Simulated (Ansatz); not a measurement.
**Fields on a plane of Zr (hcp, Mg type)**

```yaml
crystal:
  lattice:
    - [3.23126, 0.00000, 0.00000]
    - [-1.61563, 2.79835, 0.00000]
    - [0.00000, 0.00000, 5.17316]
  atoms:
    - { symbol: Zr, position: [0.33333, 0.66667, 0.75000] }
    - { symbol: Zr, position: [0.66667, 0.33333, 0.25000] }
```

The slice is a (1 -1 0 0) plane (indices of the conventional cell) through the point (0.667, 0.333, 0.250) (fractional), spanned by u = [110] and v = [001] in vectors of this cell: u (3.23 Å) and v (5.17 Å, at 90° to u). It covers one period; positions are fractions (u, v).

Atoms on it: Zr at (0.00, 0.00). Other atoms lie within 1 Å of the plane.

The numbers are results of PBE (plane waves to 420 eV, PAW, scalar-relativistic; Ansatz, a first-principles code), not measurements. k mesh 17×17×9. These are valence fields of a PAW run, semicore shells included where kept as valence: close to a nucleus they are smooth pseudo fields. Zr is run without spin polarisation. Zr was relaxed with its symmetry unable to fall.

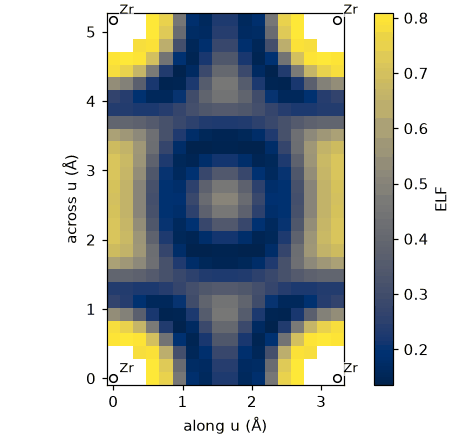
Fig. 1. Electron localisation function (ELF), one period of the plane, atoms marked. Points within 0.5 Å of a nucleus are left white, as the pseudised field means little there.

```tsv
v \ u	0.00	0.12	0.24	0.35	0.47	0.59	0.71	0.82	0.94
0.86	x	x	<2.0	6.0	9.2	8.2	2.5	x	x
0.71	8.0	8.1	8.2	8.0	7.6	7.8	8.1	8.2	8.0
0.57	10.5	9.3	5.5	<2.0	<2.0	<2.0	2.6	7.7	10.2
0.43	10.5	9.3	5.5	<2.0	<2.0	<2.0	2.6	7.7	10.2
0.29	8.0	8.1	8.2	8.0	7.6	7.8	8.1	8.2	8.0
0.14	x	x	<2.0	6.0	9.2	8.2	2.5	x	x
0.00	x	x	x	<2.0	7.2	5.2	x	x	x
```

Values: electrostatic potential energy of an electron, from the cell's mean, in eV. Points within 1 Å of a nucleus are blanked (x), as the pseudised field means little there. Values under 2 eV are set to 2. The zero, the cell's mean, hangs on the PAW cores.

The density on the Zr–Zr line (3.23 Å) at its midpoint is 0.17 e/Å³ and the ELF at that point is 0.2.
